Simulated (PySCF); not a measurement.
# C4H7FO: NMR shifts at several levels of theory, part 2 of 2

PySCF 2.14.0. Atoms count from 0. The steps go on from the part before.

## Step 8: Shielding tensors: KT2/pcSseg-1

Job settings and geometry (Å):

```
{"job": {"kind": "nmr", "xc": "KT2", "basis": "pcSseg-1", "pop": false}, "charge": 0, "multiplicity": 1}
C     -1.878834    -0.963617    -0.281332
C     -0.852601     0.137000    -0.185015
F     -1.101000     0.900571     0.938946
C      0.556249    -0.386190    -0.090323
C      1.682417     0.360939    -0.643950
O      1.146249    -0.761485    -1.312897
H     -1.833299    -1.606724     0.610994
H     -2.891811    -0.543899    -0.356674
H     -1.683739    -1.579890    -1.171561
H     -0.915162     0.797425    -1.068645
H      0.737408    -1.071101     0.751676
H      1.502507     1.332837    -1.121653
H      2.682991     0.227008    -0.214126
```

Method: GIAO KT2/pcSseg-1 NMR shielding, non-relativistic, gas phase.

Log:

```text
coarse grid: 10856 points
cycle   1  E = -336.5126925470  dE =  7.166e-01  |g| = 8.534e-01  |ddm| = 3.068e+00
cycle   2  E = -336.1531496274  dE =  3.595e-01  |g| = 1.631e+00  |ddm| = 2.077e+00
cycle   3  E = -336.6331827509  dE = -4.800e-01  |g| = 2.118e-01  |ddm| = 1.553e+00
cycle   4  E = -336.6420103402  dE = -8.828e-03  |g| = 7.727e-02  |ddm| = 2.076e-01
cycle   5  E = -336.6429428929  dE = -9.326e-04  |g| = 2.764e-02  |ddm| = 6.991e-02
cycle   6  E = -336.6430717420  dE = -1.288e-04  |g| = 7.579e-03  |ddm| = 2.607e-02
cycle   7  E = -336.6430837491  dE = -1.201e-05  |g| = 1.350e-03  |ddm| = 6.463e-03
cycle   8  E = -336.6430841045  dE = -3.554e-07  |g| = 6.193e-04  |ddm| = 1.646e-03
final grid: 105248 points
cycle   9  E = -336.7275080368  dE = -2.059e-04  |g| = 2.718e-02  |ddm| = 5.607e-02
cycle  10  E = -336.7272038904  dE =  3.041e-04  |g| = 5.046e-02  |ddm| = 5.513e-02
cycle  11  E = -336.7276281368  dE = -4.242e-04  |g| = 3.286e-03  |ddm| = 3.905e-02
cycle  12  E = -336.7276302570  dE = -2.120e-06  |g| = 1.072e-03  |ddm| = 2.945e-03
cycle  13  E = -336.7276304354  dE = -1.784e-07  |g| = 4.180e-04  |ddm| = 8.427e-04
cycle  14  E = -336.7276304691  dE = -3.374e-08  |g| = 7.160e-05  |ddm| = 3.784e-04
cycle  15  E = -336.7276304702  dE = -1.064e-09  |g| = 2.244e-05  |ddm| = 8.248e-05
cycle  16  E = -336.7276304703  dE = -1.179e-10  |g| = 6.069e-06  |ddm| = 2.629e-05
converged SCF energy = -336.7276304703

GIAO shielding tensors (ppm)
atom      isotropic    diamagn.    paramagn.     s11        s22        s33       span
  0 C      162.099     249.339     -87.240    147.314    155.850    183.134     35.820
  1 C       88.684     241.040    -152.356     57.816     72.537    135.699     77.883
  2 F      368.599     475.318    -106.719    353.545    362.768    389.483     35.938
  3 C      131.373     250.683    -119.309     83.556    131.225    179.339     95.783
  4 C      136.545     253.121    -116.575     94.401    142.812    172.422     78.021
  5 O      313.236     396.173     -82.937    162.346    365.818    411.545    249.199
  6 H       29.846      29.367       0.480     26.870     28.080     34.589      7.719
  7 H       29.623      27.723       1.901     26.005     26.987     35.878      9.873
  8 H       29.844      29.000       0.843     25.448     28.906     35.177      9.728
  9 H       27.571      30.323      -2.752     26.371     27.064     29.278      2.908
 10 H       28.822      31.110      -2.289     23.556     27.375     35.534     11.979
 11 H       28.765      30.341      -1.576     23.761     27.267     35.267     11.506
 12 H       28.470      29.046      -0.576     23.320     25.699     36.391     13.071
```

It took 18 s on 1 thread of Arm Neoverse V1, shared host; peak memory 0.75 GiB.

This run: δ C1 94.5, C3 51.8, C4 46.7, C0 21.1, H9 3.61, H12 2.71 ppm.

## Step 9: Shielding tensors: KT3/pcSseg-1

Same as in step 8 but for these lines:

```diff
@@ -1,2 +1,2 @@
-{"job": {"kind": "nmr", "xc": "KT2", "basis": "pcSseg-1", "pop": false}, "charge": 0, "multiplicity": 1}
+{"job": {"kind": "nmr", "xc": "KT3", "basis": "pcSseg-1", "pop": false}, "charge": 0, "multiplicity": 1}
 C     -1.878834    -0.963617    -0.281332
```

Level: GIAO KT3/pcSseg-1 NMR shielding, non-relativistic, gas phase.

Log:

```text
coarse grid: 10856 points
cycle   1  E = -336.1170987547  dE =  6.942e-01  |g| = 8.604e-01  |ddm| = 3.078e+00
cycle   2  E = -335.7634632841  dE =  3.536e-01  |g| = 1.619e+00  |ddm| = 2.121e+00
cycle   3  E = -336.2400592287  dE = -4.766e-01  |g| = 2.204e-01  |ddm| = 1.589e+00
cycle   4  E = -336.2497262760  dE = -9.667e-03  |g| = 7.560e-02  |ddm| = 2.150e-01
cycle   5  E = -336.2506168842  dE = -8.906e-04  |g| = 2.692e-02  |ddm| = 6.662e-02
cycle   6  E = -336.2507413257  dE = -1.244e-04  |g| = 7.492e-03  |ddm| = 2.581e-02
cycle   7  E = -336.2507530847  dE = -1.176e-05  |g| = 1.309e-03  |ddm| = 6.283e-03
cycle   8  E = -336.2507534285  dE = -3.438e-07  |g| = 5.703e-04  |ddm| = 1.547e-03
final grid: 105248 points
cycle   9  E = -336.3251520813  dE = -1.857e-04  |g| = 2.804e-02  |ddm| = 5.874e-02
cycle  10  E = -336.3247778012  dE =  3.743e-04  |g| = 5.456e-02  |ddm| = 5.750e-02
cycle  11  E = -336.3252662067  dE = -4.884e-04  |g| = 4.475e-03  |ddm| = 4.201e-02
cycle  12  E = -336.3252700013  dE = -3.795e-06  |g| = 1.150e-03  |ddm| = 3.355e-03
cycle  13  E = -336.3252702212  dE = -2.199e-07  |g| = 2.154e-04  |ddm| = 1.025e-03
cycle  14  E = -336.3252702304  dE = -9.232e-09  |g| = 8.703e-05  |ddm| = 2.707e-04
cycle  15  E = -336.3252702322  dE = -1.863e-09  |g| = 1.418e-05  |ddm| = 9.130e-05
cycle  16  E = -336.3252702323  dE = -4.388e-11  |g| = 5.519e-06  |ddm| = 1.878e-05
converged SCF energy = -336.3252702323

GIAO shielding tensors (ppm)
atom      isotropic    diamagn.    paramagn.     s11        s22        s33       span
  0 C      161.305     248.373     -87.067    147.606    154.619    181.691     34.086
  1 C       89.700     240.765    -151.066     59.372     74.288    135.439     76.067
  2 F      369.134     475.249    -106.115    355.894    362.846    388.663     32.769
  3 C      131.342     249.549    -118.207     84.485    131.401    178.141     93.656
  4 C      136.243     252.718    -116.475     94.691    142.873    171.166     76.475
  5 O      308.656     396.233     -87.577    160.636    360.095    405.237    244.601
  6 H       29.996      29.471       0.525     27.067     28.283     34.636      7.569
  7 H       29.782      27.793       1.989     26.246     27.235     35.867      9.621
  8 H       29.971      29.093       0.878     25.651     29.065     35.197      9.546
  9 H       27.727      30.521      -2.794     26.449     27.288     29.444      2.995
 10 H       28.974      31.374      -2.401     23.717     27.620     35.584     11.866
 11 H       28.934      30.590      -1.655     23.978     27.528     35.297     11.318
 12 H       28.640      29.199      -0.559     23.549     25.975     36.397     12.848
```

Wall time 19 s (1 thread of Arm Neoverse V1, shared host); peak memory 0.75 GiB.

This run: δ C1 92.6, C3 51.0, C4 46.1, C0 21.0, H9 3.59, H12 2.68 ppm.

## Step 10: NMR shieldings: B97-D/pcSseg-1

Same as in step 9 but for these lines:

```diff
@@ -1,2 +1,2 @@
-{"job": {"kind": "nmr", "xc": "KT3", "basis": "pcSseg-1", "pop": false}, "charge": 0, "multiplicity": 1}
+{"job": {"kind": "nmr", "xc": "B97-D", "basis": "pcSseg-1", "pop": false}, "charge": 0, "multiplicity": 1}
 C     -1.878834    -0.963617    -0.281332
```

Method: GIAO B97-D/pcSseg-1 NMR shielding, non-relativistic, gas phase.

Log:

```text
coarse grid: 10856 points
cycle   1  E = -331.2398305855  dE =  6.585e-01  |g| = 8.147e-01  |ddm| = 3.102e+00
cycle   2  E = -330.9057688844  dE =  3.341e-01  |g| = 1.571e+00  |ddm| = 1.924e+00
cycle   3  E = -331.3498149864  dE = -4.440e-01  |g| = 2.206e-01  |ddm| = 1.438e+00
cycle   4  E = -331.3593385303  dE = -9.524e-03  |g| = 7.140e-02  |ddm| = 2.010e-01
cycle   5  E = -331.3601011358  dE = -7.626e-04  |g| = 2.501e-02  |ddm| = 5.777e-02
cycle   6  E = -331.3602005590  dE = -9.942e-05  |g| = 7.881e-03  |ddm| = 2.311e-02
cycle   7  E = -331.3602133610  dE = -1.280e-05  |g| = 1.245e-03  |ddm| = 6.364e-03
cycle   8  E = -331.3602136606  dE = -2.996e-07  |g| = 5.649e-04  |ddm| = 1.435e-03
final grid: 105248 points
cycle   9  E = -331.4129545456  dE = -7.732e-05  |g| = 2.067e-02  |ddm| = 3.948e-02
cycle  10  E = -331.4127910304  dE =  1.635e-04  |g| = 3.817e-02  |ddm| = 3.879e-02
cycle  11  E = -331.4130180122  dE = -2.270e-04  |g| = 1.646e-03  |ddm| = 2.703e-02
cycle  12  E = -331.4130185252  dE = -5.130e-07  |g| = 5.606e-04  |ddm| = 1.420e-03
cycle  13  E = -331.4130185844  dE = -5.918e-08  |g| = 2.020e-04  |ddm| = 4.414e-04
cycle  14  E = -331.4130185913  dE = -6.869e-09  |g| = 5.874e-05  |ddm| = 1.820e-04
cycle  15  E = -331.4130185920  dE = -7.047e-10  |g| = 1.431e-05  |ddm| = 6.004e-05
converged SCF energy = -331.4130185920

GIAO shielding tensors (ppm)
atom      isotropic    diamagn.    paramagn.     s11        s22        s33       span
  0 C      157.610     248.060     -90.450    143.613    151.071    178.147     34.535
  1 C       83.864     240.468    -156.603     52.292     67.397    131.904     79.612
  2 F      374.890     474.769     -99.880    360.727    371.887    392.055     31.328
  3 C      126.366     249.822    -123.457     77.493    127.269    174.336     96.843
  4 C      131.477     252.592    -121.115     87.862    138.804    167.765     79.902
  5 O      309.165     396.457     -87.292    154.238    365.625    407.633    253.395
  6 H       30.026      29.481       0.545     27.138     28.362     34.579      7.440
  7 H       29.832      27.826       2.005     26.347     27.344     35.804      9.457
  8 H       30.041      29.089       0.951     25.778     29.181     35.163      9.385
  9 H       27.720      30.466      -2.746     26.468     27.396     29.296      2.828
 10 H       28.960      31.248      -2.288     23.750     27.693     35.437     11.686
 11 H       28.923      30.620      -1.696     24.029     27.557     35.184     11.155
 12 H       28.648      29.224      -0.576     23.601     26.057     36.286     12.685
```

Run time: 18 s. Hardware: 1 thread of Arm Neoverse V1, shared host; peak memory 0.74 GiB.

This run: δ C1 95.3, C3 52.8, C4 47.7, C0 21.6, H9 3.69, H12 2.76 ppm.

## Step 11: Nuclear shieldings: B3LYP/pcSseg-1

Same as in step 10 but for these lines:

```diff
@@ -1,2 +1,2 @@
-{"job": {"kind": "nmr", "xc": "B97-D", "basis": "pcSseg-1", "pop": false}, "charge": 0, "multiplicity": 1}
+{"job": {"kind": "nmr", "xc": "B3LYP", "basis": "pcSseg-1", "pop": false}, "charge": 0, "multiplicity": 1}
 C     -1.878834    -0.963617    -0.281332
```

With the program's defaults for keys left out, this is: GIAO B3LYP/pcSseg-1 NMR shielding, non-relativistic, gas phase.

Log:

```text
coarse grid: 10856 points
cycle   1  E = -331.4732896531  dE =  7.705e-01  |g| = 7.408e-01  |ddm| = 3.053e+00
cycle   2  E = -331.3224256683  dE =  1.509e-01  |g| = 1.199e+00  |ddm| = 1.322e+00
cycle   3  E = -331.5666667053  dE = -2.442e-01  |g| = 1.292e-01  |ddm| = 8.766e-01
cycle   4  E = -331.5695787441  dE = -2.912e-03  |g| = 5.124e-02  |ddm| = 1.134e-01
cycle   5  E = -331.5700018516  dE = -4.231e-04  |g| = 1.264e-02  |ddm| = 3.642e-02
cycle   6  E = -331.5700243865  dE = -2.253e-05  |g| = 4.897e-03  |ddm| = 1.150e-02
cycle   7  E = -331.5700291733  dE = -4.787e-06  |g| = 4.603e-04  |ddm| = 3.530e-03
final grid: 105248 points
cycle   8  E = -331.6320636575  dE = -3.258e-05  |g| = 7.074e-03  |ddm| = 1.988e-02
cycle   9  E = -331.6320517920  dE =  1.187e-05  |g| = 1.086e-02  |ddm| = 1.126e-02
cycle  10  E = -331.6320735654  dE = -2.177e-05  |g| = 1.108e-03  |ddm| = 6.819e-03
cycle  11  E = -331.6320737979  dE = -2.326e-07  |g| = 2.249e-04  |ddm| = 8.707e-04
cycle  12  E = -331.6320738038  dE = -5.866e-09  |g| = 1.354e-04  |ddm| = 2.249e-04
cycle  13  E = -331.6320738067  dE = -2.899e-09  |g| = 1.495e-05  |ddm| = 8.961e-05
cycle  14  E = -331.6320738067  dE = -3.615e-11  |g| = 4.528e-06  |ddm| = 1.298e-05
converged SCF energy = -331.6320738067

GIAO shielding tensors (ppm)
atom      isotropic    diamagn.    paramagn.     s11        s22        s33       span
  0 C      157.714     247.500     -89.785    143.004    151.387    178.751     35.746
  1 C       83.575     239.473    -155.897     52.669     66.316    131.740     79.070
  2 F      382.999     475.057     -92.058    368.213    380.512    400.272     32.059
  3 C      126.489     249.258    -122.769     76.895    127.098    175.474     98.578
  4 C      132.122     252.196    -120.074     88.204    139.058    169.105     80.901
  5 O      317.600     396.999     -79.399    157.346    375.805    419.649    262.303
  6 H       29.970      29.313       0.657     26.946     28.251     34.712      7.766
  7 H       29.782      27.747       2.035     26.163     27.225     35.960      9.797
  8 H       30.035      28.946       1.089     25.672     29.133     35.299      9.626
  9 H       27.807      30.288      -2.481     26.453     27.447     29.521      3.068
 10 H       28.950      31.016      -2.066     23.680     27.593     35.576     11.896
 11 H       28.923      30.467      -1.544     24.035     27.368     35.367     11.331
 12 H       28.658      29.175      -0.517     23.573     25.893     36.508     12.935
```

Run time: 17 s. Hardware: 1 thread of Arm Neoverse V1, shared host; peak memory 0.71 GiB.

In short: δ C1 95.7, C3 52.7, C4 47.1, C0 21.5, H9 3.58, H12 2.73 ppm.

## Step 12: Comparing the runs: NMR shifts

Shifts (ppm) of some atoms, chosen among heavy atoms and hydrogens apart, with basis size and wall time:

| run | C1 | C3 | C4 | H9 | H11 | F2 | O5 | functions | time |
| --- | --- | --- | --- | --- | --- | --- | --- | --- | --- |
| HF/pcSseg-1 | 83.0 | 44.1 | 39.9 | 3.33 | 2.43 | -175.0 | -28.4 | 137 | 4.6 s |
| LDA/pcSseg-1 | 101.0 | 56.5 | 50.4 | 3.80 | 2.58 | -234.5 | 28.4 | 137 | 15 s |
| PBE/pcSseg-1 | 97.4 | 54.1 | 48.5 | 3.69 | 2.48 | -226.0 | 26.1 | 137 | 21 s |
| BLYP/pcSseg-1 | 99.0 | 54.8 | 48.9 | 3.67 | 2.49 | -223.7 | 29.0 | 137 | 18 s |
| BP86/pcSseg-1 | 97.4 | 54.2 | 48.8 | 3.70 | 2.50 | -228.2 | 23.2 | 137 | 18 s |
| OPBE/pcSseg-1 | 91.9 | 51.4 | 46.9 | 3.69 | 2.44 | -219.1 | 22.3 | 137 | 19 s |
| KT2/pcSseg-1 | 94.5 | 51.8 | 46.7 | 3.61 | 2.41 | -230.0 | 17.4 | 137 | 18 s |
| KT3/pcSseg-1 | 92.6 | 51.0 | 46.1 | 3.59 | 2.39 | -219.7 | 20.4 | 137 | 19 s |
| B97-D/pcSseg-1 | 95.3 | 52.8 | 47.7 | 3.69 | 2.49 | -220.1 | 21.2 | 137 | 18 s |
| B3LYP/pcSseg-1 | 95.7 | 52.7 | 47.1 | 3.58 | 2.46 | -211.1 | 16.4 | 137 | 17 s |

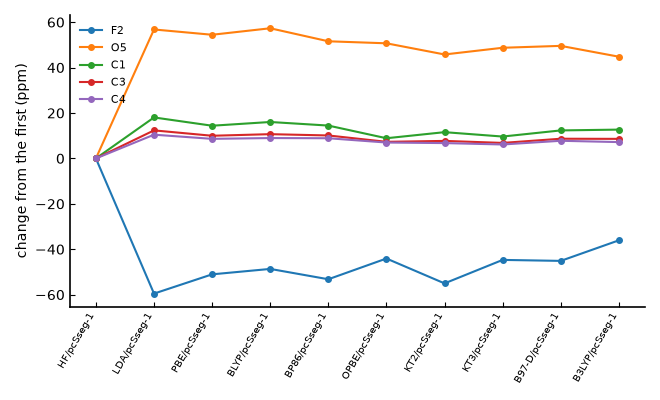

How five of the tabulated atoms move from run to run.

## Step 13: Results

The summary covers parts 1 to 2.

| quantity | value |
| --- | --- |
| ¹³C shifts against TMS (HF/pcSseg-1) | 83.0, 44.1, 39.9, 20.2 ppm |
| ¹H shifts against TMS (HF/pcSseg-1, means over atoms taken as alike) | 3.33, 2.67, 2.43, 2.40, 1.55 ppm |
| ¹⁹F shifts against CFCl3 (HF/pcSseg-1) | -175.0 ppm |
| ¹⁷O shifts against H2O (HF/pcSseg-1) | -28.4 ppm |
| range of the shift of F2 | -234.5 to -175.0 ppm |

What this shows: Single values in the summary come from the first sound run of each kind (HF/pcSseg-1), which need not be the best level. The most deshielded carbon is C1 (sp3 CH bonded to F), at 83.0 ppm: deshielded by the electronegative neighbour. H9 (hydrogen on an sp3 CH bonded to F) lies farthest downfield among hydrogen, at 3.33 ppm; its carbon carries F, hence the downfield position. At HF/pcSseg-1: The largest span, 263 ppm, is at O5, where the paramagnetic term is -36 ppm. In ppm, F2 moves most: its shift spreads over 59.5 ppm, from -234.5 (LDA/pcSseg-1) to -175.0 (HF/pcSseg-1).
